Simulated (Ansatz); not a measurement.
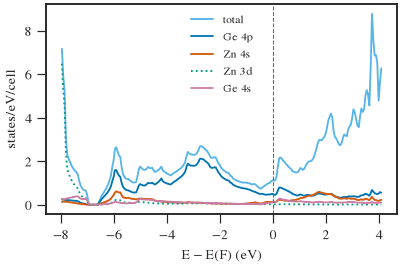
Total and projected density of states of CaZn2Ge2 in space group I4/mmm (No. 139; Ge on 4e, Ca on 2a, Zn on 4d), the program Ansatz at the r²SCAN level (PAW)

Which orbitals carry the states next to the Fermi level?

Within 0.5 eV of the Fermi level: Ge 4p 43 %, Zn 4s 11 %, Ge 4s 10 %, Ca 4s 5 %, outside the projected shells 29 %. Projections are on Löwdin-orthogonalised atomic valence shells; empty p or d shells of many metals are not among them.

The workflow started from an entry of the Crystallography Open Database (COD). Its standing as an ambient phase is unchecked. Symmetry was held in the r²SCAN relaxation; whether a distortion lowers the energy is not shown. Scalar-relativistic: spin–orbit coupling is off unless named, which matters more the heavier the elements.

Potentials: the later of the program's two PAW sets.
